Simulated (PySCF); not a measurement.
**Run report: C$_{4}$H$_{9}$BS$_{2}$, excited-state calculation**

- system: C$_{4}$H$_{9}$BS$_{2}$
- method: TDA WP04/def2-SVPD, vertical, gas phase, core orbitals frozen in the response (PySCF 2.14.0)

The geometry comes from this level: GFN2-xTB. It belongs to a series of runs on one base structure; here: WP04/def2-SVPD; 3 states, TDA; grid level 1; aux def2-qzvpp-jkfit.

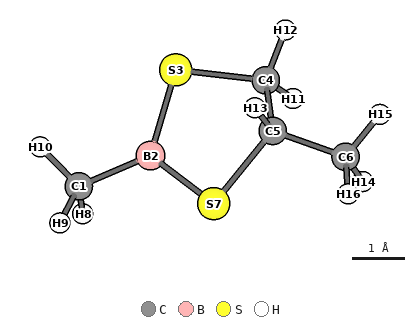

Figure 1. The structure (ball-and-stick view, seen at a tilt; atoms are numbered from 1 in the order of the input).

Summary:

```csv
quantity,value
outcome,converged
total energy,−991.375056 hartree
HOMO,−7.85 eV
LUMO,−2.24 eV
dipole moment,1.76 D
mean polarisability,94.85 a.u.
lowest singlet excitation,5.39 eV
hardware,"1 CPU thread, shared host"
wall time,29 s
peak memory,0.82 GiB
```

Settings chosen away from the usual ones: WP04/def2-SVPD; 3 states, TDA; grid level 1; aux def2-qzvpp-jkfit.

Input:
```
{"job": {"kind": "uv", "xc": "WP04", "basis": "def2-SVPD", "nstates": 3, "ntriplets": 2, "tda": true, "scf": {"aux": "def2-qzvpp-jkfit"}, "grid": 1}, "charge": 0, "multiplicity": 1}
C      3.063804    -0.482541    -0.011362
B      1.546378    -0.063791     0.051436
S      0.981320     1.402130     0.917683
C     -0.803976     0.993982     0.821701
C     -1.108640     0.217369    -0.443927
C     -2.454241    -0.483013    -0.380202
S      0.244349    -1.020004    -0.717835
H      3.299117    -1.183750     0.789867
H      3.316136    -0.982290    -0.944416
H      3.732082     0.367199     0.111125
H     -1.041724     0.401940     1.708015
H     -1.357181     1.931717     0.855507
H     -1.067490     0.881773    -1.312832
H     -2.482122    -1.171007     0.461871
H     -3.252848     0.247500    -0.265944
H     -2.622563    -1.048271    -1.293051
```

The first line tells a small driver script what to run in PySCF; the rest is the geometry in Å.

Launched with:
```bash
OMP_NUM_THREADS=1 python <driver script> task.json out
```

Output:
```
final grid: 60784 points
cycle   1  E = -991.2765583828  dE =  5.639e-01  |g| = 5.891e-01  |ddm| = 6.765e+00
cycle   2  E = -991.2580487245  dE =  1.851e-02  |g| = 6.471e-01  |ddm| = 2.209e+00
cycle   3  E = -991.3735478973  dE = -1.155e-01  |g| = 7.104e-02  |ddm| = 1.033e+00
cycle   4  E = -991.3747930159  dE = -1.245e-03  |g| = 3.005e-02  |ddm| = 1.825e-01
cycle   5  E = -991.3750355134  dE = -2.425e-04  |g| = 8.775e-03  |ddm| = 5.565e-02
cycle   6  E = -991.3750551761  dE = -1.966e-05  |g| = 2.107e-03  |ddm| = 1.874e-02
cycle   7  E = -991.3750562917  dE = -1.116e-06  |g| = 6.591e-04  |ddm| = 5.635e-03
cycle   8  E = -991.3750564182  dE = -1.265e-07  |g| = 2.339e-04  |ddm| = 1.590e-03
cycle   9  E = -991.3750564347  dE = -1.653e-08  |g| = 4.715e-05  |ddm| = 5.015e-04
cycle  10  E = -991.3750564353  dE = -5.934e-10  |g| = 1.458e-05  |ddm| = 1.094e-04
converged SCF energy = -991.3750564353

Static polarisability (au): isotropic 94.854, principal 71.027 98.453 115.084

Singlet excitations
state   eV       nm        f      main configurations
  1   5.3910    230.0   0.02036   H->L+1 0.75, H->L 0.23
  2   5.4966    225.6   0.10761   H->L 0.71, H->L+1 0.24
  3   6.4174    193.2   0.01388   H-2->L 0.48, H-1->L 0.46

Triplet excitations (Tamm-Dancoff, eV): 4.5197 5.0438
```

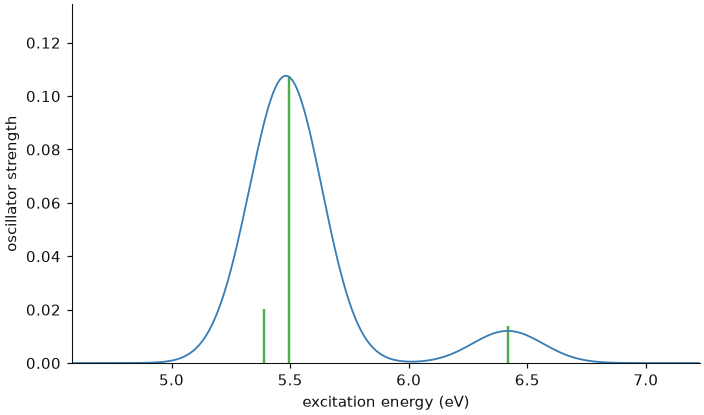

Figure 2. Computed excitations as sticks (degenerate states added up, dark ones marked on the axis), with a Gaussian envelope of 0.35 eV full width at half maximum, scaled to the tallest. Of the 3 states the lowest lies at 5.39 eV (f = 0.020); the strongest line is at 5.50 eV, or 226 nm (f = 0.108).

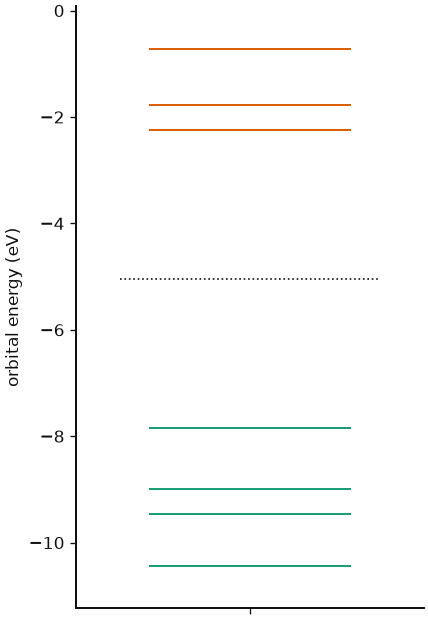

Figure 3. Orbital energies near the frontier; the dotted line parts filled from empty levels, and levels within 0.02 eV of each other stand side by side. Highest filled −7.85 eV, lowest empty −2.24 eV, 5.61 eV apart.
